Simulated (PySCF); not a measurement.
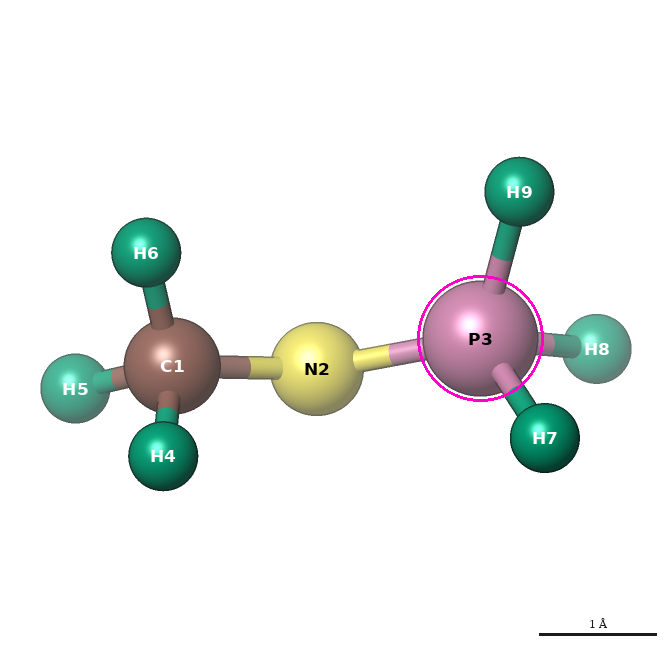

Orthographic view. Distant atoms are faded towards the background colour. The geometry was computed by an optimisation with PBE0-D3(BJ)/def2-SVP. No frequency run is at hand to confirm it as a minimum.

Question: Which atoms are bonded to the circled atom?

Answer: The circled atom is P3; it is bonded to N2, H7, H8, H9.

Question: What is the shortest path along bonds from the circled atom to H6?

Answer: P3–N2–C1–H6, 3 bonds; through space the two are 3.02 Å apart.

Question: Of C1 and H4, which is nearer the viewer?

Answer: H4; the bond to C1 points away from the viewer, so it looks shorter than its 1.11 Å.
